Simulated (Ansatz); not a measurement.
Consider C2H5Ga (SMILES C=[CH][GaH2]).

The calculation's input:

```
crystal:
  periodic: [false, false, false]
  atoms:
    - symbol: C
      position_ang: [-0.824977, 0.038562, -0.273416]
    - symbol: C
      position_ang: [-0.549147, -0.467763, -1.476236]
    - symbol: Ga
      position_ang: [0.370341, -0.281600, 1.233449]
    - symbol: H
      position_ang: [-1.191919, -0.311109, -2.340718]
    - symbol: H
      position_ang: [0.340412, -1.067971, -1.653915]
    - symbol: H
      position_ang: [0.078413, 0.295468, 2.663102]
    - symbol: H
      position_ang: [1.649003, -1.150634, 0.949267]
    - symbol: H
      position_ang: [-1.733307, 0.629748, -0.169406]
basis:
  gaussian:
    orbitals: def2-TZVPD
hamiltonian:
  xc: pbe0
output: {forces: true, orbitals: {seedname: orbitals}}
```

Command:

```sh
ansatz run input.yaml --threads 2 --pin off --max-ram 4350MiB --events-out events.jsonl --progress --plain --runs-dir runs
```

Geometry: PBE0-D4/def2-TZVP.

Computed with Ansatz, isolated molecule in a Gaussian basis; Kohn-Sham density functional theory, functional PBE0.

Q: What can the converged electron density and electron localisation function tell about the bonding?

A: C–C (1.33 Å): ρ at the midpoint is about 2.4 e/Å³; the ELF peaks at about 0.95 between the atoms: a multiple bond.
C–Ga (1.95 Å): ρ is about 0.81 e/Å³ halfway; the ELF peaks at about 0.95 in the valence shell of C, 0.7 Å from its nucleus, and is about 0.55 at the midpoint.
C–H (1.09 Å): ρ is about 2 e/Å³ halfway; the ELF climbs to about 1 towards the hydrogen, as it does in any bond to H: a covalent bond by its length.
Ga–H (1.57 Å): the density is about 0.98 e/Å³ at the midpoint; the ELF climbs to about 1 towards the hydrogen.

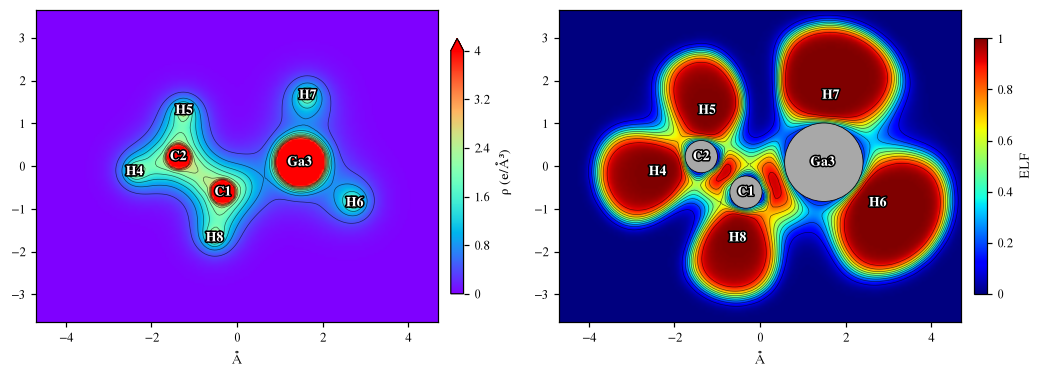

Computed electron density and electron localisation function on the molecular plane, in this order. Grey discs cover the atomic cores in the ELF map. 
